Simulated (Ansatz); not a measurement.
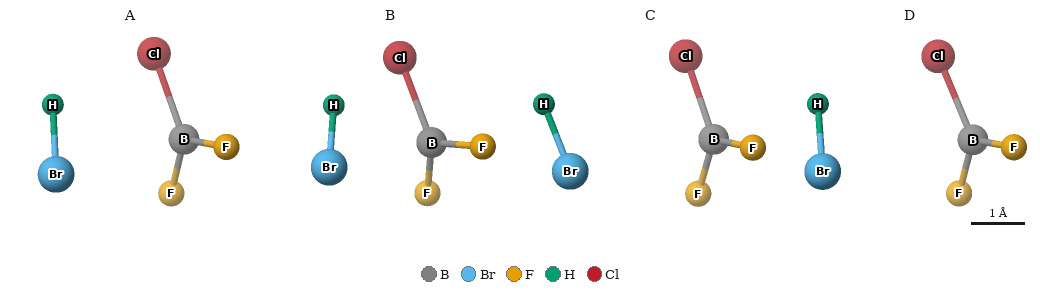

4 geometries from one relaxation of BHBrClF2 (started from a transition state, displaced along its imaginary mode), in shuffled order. A ball-and-stick model, seen at a tilt.

These are results of RKS PBE0-D4/def2-TZVP in Ansatz 0.2.0, not measurements. Settings: force threshold 0.005 eV/Å; at most 200 steps.

Question: Order the frames from highest to lowest energy.

Answer: B, A, D, C. They are steps 0, 3, 7, 19, at +17.3 kcal/mol, +2.62 kcal/mol, +0.40 kcal/mol relative to the last. After 17 accepted moves (19 points after the start) the energy has fallen by 17.3 kcal/mol. Largest force component: 2.9 eV/Å at the start, 0.0049 eV/Å at the end. The line search rejected the trial steps at points 11, 18 of the run. The atom that moves furthest after the best rigid fit is the H atom (1.10 Å). Largest moves by element: H 1.10 Å, Cl 0.58 Å, B 0.51 Å, Br 0.45 Å, F 0.23 Å. Some distances before and after: Cl–H 1.957 → 3.510 Å, B–Br 2.440 → 3.393 Å, Br–Cl 3.086 → 3.916 Å, Br–H 1.347 → 1.421 Å. Among the angles between lasting bonds that change: F–B–Cl 117.9° → 120.3°. Cost: 2.2 min on 4 threads of Intel Xeon @ 2.50GHz, with other jobs on the host.
